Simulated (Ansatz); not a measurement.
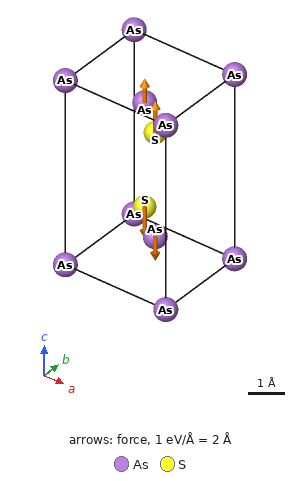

Starting geometry of a crystal of As3S2 (built on the A-type sesquioxide_164 type) with the computed forces as orange arrows. The picture is a ball-and-stick view of the cell of the calculation, seen from a free direction.

Case: anti-A-type sesquioxide type (P-3m1, No. 164).

Level of theory: DFT PBE, scalar-relativistic, plane waves, PAW (Ansatz).

The input:
```yaml
crystal:
  lattice:
    - [4.781531903, 0.0, 0.0]
    - [-2.3907659515, 4.140928097, 0.0]
    - [0.0, 0.0, 5.4740414408]
  atoms:
    - { symbol: As, position: [0.0, 0.0, 0.0] }
    - { symbol: As, position: [0.3333333333, 0.6666666667, 0.777375398] }
    - { symbol: As, position: [0.6666666667, 0.3333333333, 0.222624602] }
    - { symbol: S, position: [0.3333333333, 0.6666666667, 0.2120893171] }
    - { symbol: S, position: [0.6666666667, 0.3333333333, 0.7879106829] }
basis:
  ecutwfc: 420
kpoints:
  mp_grid: { grid: [12, 12, 8] }
hamiltonian:
  xc: pbe
scf:
  occupations: { method: gaussian, width: 0.1 }
output:
  forces: true
  stress: true
  eigenvalues: true
relax:
  adjacent_minimum: "off"
  f_tol: 0.01
  max_steps: 80
  cell: { stress_tol: 0.05 }
```

Run as
```bash
ansatz run input.yaml --threads 1 --pin off --max-ram 2560MiB --backend cpu --events-out ev --progress --plain --runs-dir out
```

Is this structure relaxed? If not, where do the atoms go?

It isn't relaxed: the largest force vector, on S atoms, is 0.47 eV/Å. The atoms end up moving mostly along the starting forces (cosine between the two patterns 0.99). The largest moves relative to the cell, 0.20 Å, are those of As2, As3, S4 and S5. As2 goes along +c. By element the largest moves are As 0.20 Å, S 0.20 Å. The drawn cell changes as follows: a = b 4.782 → 4.946 Å (+3.4 %), c 5.474 → 5.950 Å (+8.7 %); the volume changes by +16.3 %. Some distances before and after: As2–S4 3.094 → 3.757 Å, As2–S4 (another image) 2.380 → 2.192 Å. The space group stays P-3m1 (No. 164). Over 10 accepted moves (13 points after the start) the energy falls by 35.8 meV per atom. Largest force component: 0.47 eV/Å at the start, 0.0012 eV/Å at the end. Pressure: 0.10 GPa at the start and 0.00 GPa at the end. The line search rejected the trial step at point 5 of the run. At 2 points the geometry stayed and the basis and grid were re-selected for the new cell (energy shift of 0.6 meV per atom at most each time).
